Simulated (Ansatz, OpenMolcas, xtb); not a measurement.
**Ligand exchange: HF + SiH3(CH3) → SiH4 + CH3F**

Species: HF (hydrogen fluoride), singlet; SiH3(CH3) (methylsilane), singlet; SiH4 (silane) `[SiH4]`, singlet; CH3F (fluoromethane) `CF`, singlet. The partners trade F for SiH3: H–F and C–SiH3 bonds give way to H–SiH3 and C–F.

Shapes, held fixed at every level: PBE0-D4/def2-TZVP. Programs: Ansatz 0.2.0, OpenMolcas 26.06, xtb 6.7.1. The zero-point and thermal change to 298 K, harmonic and unscaled (PBE0-D4/def2-TZVP), is -1.4 kJ/mol.

```csv
level,kind,ΔH(298 K) (kJ/mol),less CCSD(T)/CBS estimate
GFN2-xTB,semi-empirical,-40.1,-136.3
PBE-D4/def2-TZVPP,GGA,+87.6,-8.6
r2SCAN-D4/def2-TZVPP,meta-GGA,+87.9,-8.3
B3LYP/6-31G* (spherical functions),global hybrid,+31.2,-65.0
wB97X-V/def2-TZVPP,range-separated hybrid,+81.9,-14.3
MP2/def2-SVP,perturbation theory,+81.6,-14.6
CCSD(T)/def2-SVP,coupled cluster or CI,+70.2,-26.0
CCSD/def2-SVP,coupled cluster or CI,+69.6,-26.6
CCSD(T)/CBS estimate,coupled cluster or CI,+96.2,0.0
```

The highest level, CCSD(T)/CBS estimate, gives ΔH(298 K) = +96.2 kJ/mol; the levels span -40.1 to +96.2. They disagree on the sign: 8 of 9 are positive. GFN2-xTB strays far from the other rows. The column of differences is taken from that level and isn't an error. No measured value is set beside it here. The CBS estimate extrapolates MP2 from def2-TZVPP and def2-QZVPP and adds CCSD(T) − MP2 in the triple-zeta set, cores frozen.

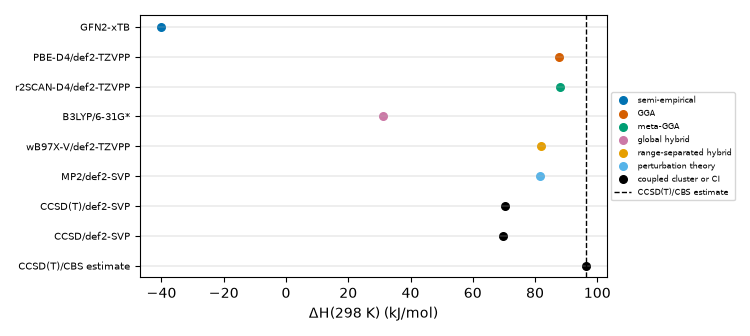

The values of the table, level by level.
